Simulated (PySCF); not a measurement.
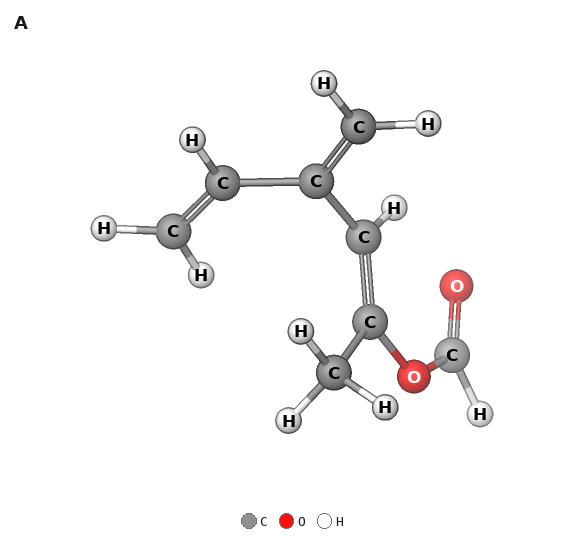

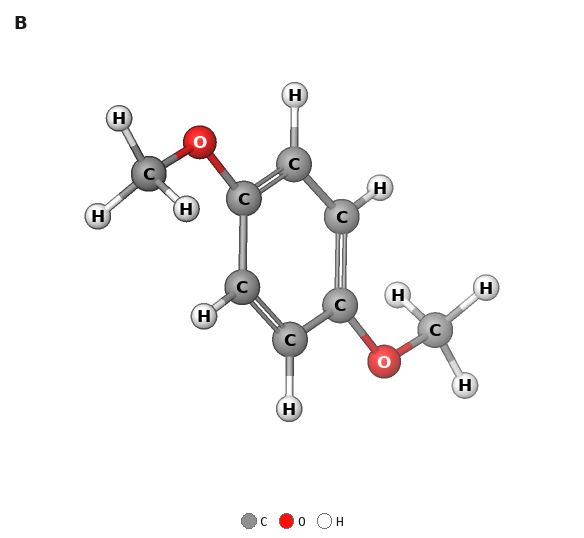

Atoms fade into the background with distance from the viewer. Computed geometry: PBE0-D3(BJ)/def2-SVP optimisation. No frequency run is at hand to confirm it as a minimum.

Can A be turned into B by a rotation alone?

Answer. No. They are constitutional isomers of C8H10O2: A is C=CC(=C)/C=C(\C)OC=O, B is COc1ccc(OC)cc1
